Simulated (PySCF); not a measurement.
C5H13PSSi: NMR shielding calculation

System: C5H13PSSi.
Method: GIAO PBE0/pcSseg-1 NMR shielding, non-relativistic, IEF-PCM acetone (PySCF 2.14.0).

The geometry comes from this level: PBE0-D3(BJ)/def2-SVP. It belongs to a series of runs on one base structure; here: solvent acetone. Figures and captions count atoms from 1; the log counts them from 0 in places.

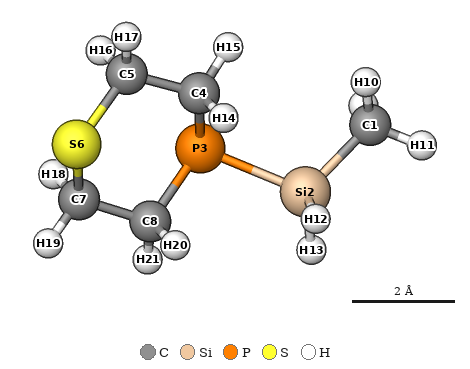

*The structure as given in the input (ball-and-stick view, seen at a tilt; atoms are numbered from 1 in the order of the input).*

Bond lengths as drawn: C–C 1.52 Å, C–H 1.10 Å, C–P 1.87 Å, C–S 1.82 Å, C–Si 1.88 Å, H–Si 1.50 Å and P–Si 2.26 Å.

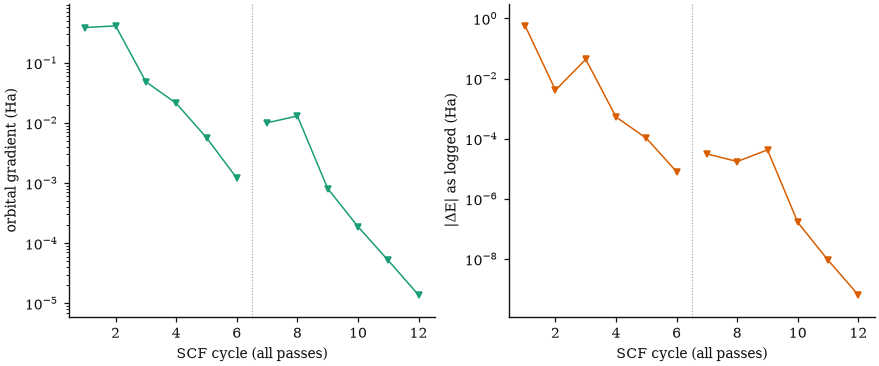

*Convergence of the self-consistent field: orbital gradient and size of the energy change against the SCF cycle. The dotted line marks the change from a coarse to the final integration grid.*

The first 6 cycles use a coarse grid, the final grid takes over at cycle 7, and the field converges after 12 cycles in all.

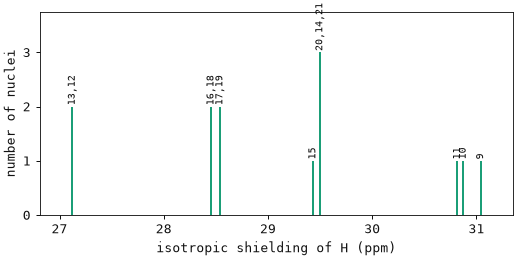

*Isotropic shieldings of the hydrogen nuclei in this fixed geometry, labelled by atom number; shielding grows to the right, so chemical shift grows to the left.*

The least shielded is H13 (27.1 ppm), the most shielded H9 (31.0 ppm).

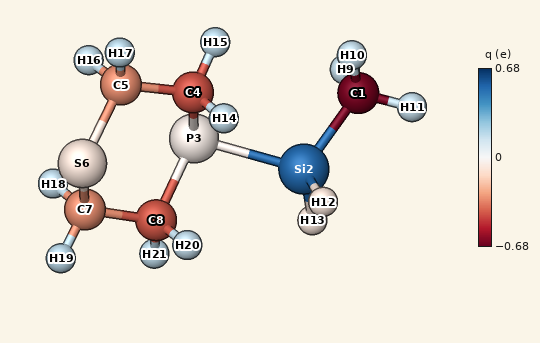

*Mulliken charges, as the colour of each atom (ball-and-stick view, seen at a tilt; atoms are numbered from 1 in the order of the input).*

By element: C −0.65 to −0.31, Si +0.53, P −0.04, S −0.08 and H −0.07 to +0.18 e.

The input and output of the run follow.

### Input
```
{"job": {"kind": "nmr", "xc": "PBE0", "basis": "pcSseg-1", "solvent": "acetone", "pop": true}, "charge": 0, "multiplicity": 1}
C      3.534484    -0.096820     0.366429
Si     1.882445    -0.574324     1.127016
P      0.300902    -0.682954    -0.481336
C      0.110312     1.147934    -0.827702
C     -1.196339     1.426761    -1.559919
S     -2.675653     1.163242    -0.541119
C     -2.483978    -0.602219    -0.162109
C     -1.206846    -0.930185     0.600640
H      3.834404    -0.831109    -0.395906
H      3.472380     0.891858    -0.113849
H      4.322174    -0.053003     1.133993
H      1.485542     0.418380     2.181054
H      1.966060    -1.923608     1.771137
H      0.146892     1.745684     0.098573
H      0.961426     1.449493    -1.461056
H     -1.272000     0.817100    -2.476015
H     -1.254268     2.483570    -1.865278
H     -2.546360    -1.184650    -1.096907
H     -3.371770    -0.853822     0.439534
H     -1.158602    -0.315949     1.515328
H     -1.215427    -1.990692     0.904443
```

The first line tells a small driver script what to run in PySCF; the rest is the geometry in Å.

Run as:
```bash
OMP_NUM_THREADS=1 python <driver script> task.json out
```

### Output
```
coarse grid: 18368 points
cycle   1  E = -1226.6275465868  dE =  5.616e-01  |g| = 3.858e-01  |ddm| = 4.157e+00
cycle   2  E = -1226.6234514087  dE =  4.095e-03  |g| = 4.105e-01  |ddm| = 7.258e-01
cycle   3  E = -1226.6669924441  dE = -4.354e-02  |g| = 4.825e-02  |ddm| = 3.694e-01
cycle   4  E = -1226.6675162991  dE = -5.239e-04  |g| = 2.119e-02  |ddm| = 8.271e-02
cycle   5  E = -1226.6676199481  dE = -1.036e-04  |g| = 5.669e-03  |ddm| = 2.562e-02
cycle   6  E = -1226.6676278708  dE = -7.923e-06  |g| = 1.206e-03  |ddm| = 6.203e-03
final grid: 161480 points
cycle   7  E = -1226.7179897624  dE = -3.110e-05  |g| = 1.004e-02  |ddm| = 3.555e-02
cycle   8  E = -1226.7179723916  dE =  1.737e-05  |g| = 1.303e-02  |ddm| = 1.976e-02
cycle   9  E = -1226.7180147755  dE = -4.238e-05  |g| = 8.105e-04  |ddm| = 1.166e-02
cycle  10  E = -1226.7180149393  dE = -1.638e-07  |g| = 1.884e-04  |ddm| = 1.083e-03
cycle  11  E = -1226.7180149483  dE = -9.086e-09  |g| = 5.153e-05  |ddm| = 2.251e-04
cycle  12  E = -1226.7180149490  dE = -6.321e-10  |g| = 1.373e-05  |ddm| = 7.051e-05
converged SCF energy = -1226.7180149490

GIAO shielding tensors (ppm)
atom      isotropic    diamagn.    paramagn.     s11        s22        s33       span
  0 C      194.214     253.573     -59.359    187.344    195.463    199.836     12.492
  1 Si     379.882     881.684    -501.802    332.016    374.200    433.430    101.414
  2 P      450.754     969.186    -518.431    415.998    443.255    493.009     77.011
  3 C      159.300     253.717     -94.417    142.030    164.208    171.661     29.631
  4 C      150.794     247.132     -96.338    143.081    151.874    157.428     14.347
  5 S      511.168    1054.951    -543.783    405.102    491.842    636.560    231.458
  6 C      150.885     247.247     -96.362    143.603    151.684    157.367     13.763
  7 C      160.256     253.057     -92.800    144.249    166.058    170.462     26.214
  8 H       31.039      29.477       1.562     26.040     28.793     38.284     12.244
  9 H       30.872      31.222      -0.349     25.367     30.465     36.785     11.417
 10 H       30.817      26.497       4.320     25.709     27.196     39.548     13.839
 11 H       27.124      30.420      -3.296     23.385     26.636     31.351      7.966
 12 H       27.119      30.156      -3.037     23.404     25.681     32.272      8.867
 13 H       29.501      32.361      -2.860     24.981     29.683     33.839      8.858
 14 H       29.430      32.412      -2.983     23.508     28.525     36.256     12.748
 15 H       28.451      29.103      -0.652     23.597     27.450     34.306     10.709
 16 H       28.524      28.228       0.296     22.343     26.690     36.540     14.197
 17 H       28.454      28.948      -0.494     23.659     27.321     34.381     10.722
 18 H       28.550      28.028       0.522     22.430     26.573     36.648     14.218
 19 H       29.486      31.897      -2.411     24.869     29.531     34.058      9.188
 20 H       29.502      31.480      -1.978     23.940     27.823     36.743     12.803
```

### Results in brief

- outcome: converged
- total energy: −1226.718015 hartree
- HOMO: −6.54 eV
- LUMO: 0.44 eV
- dipole moment: 1.78 D
- isotropic shielding, C: 150.8 to 194.2 ppm
- isotropic shielding, Si: 379.9 ppm
- isotropic shielding, P: 450.8 ppm
- isotropic shielding, S: 511.2 ppm
- isotropic shielding, H: 27.1 to 31.0 ppm
- hardware: 1 CPU thread, shared host
- wall time: 37 s
- peak memory: 1.2 GiB
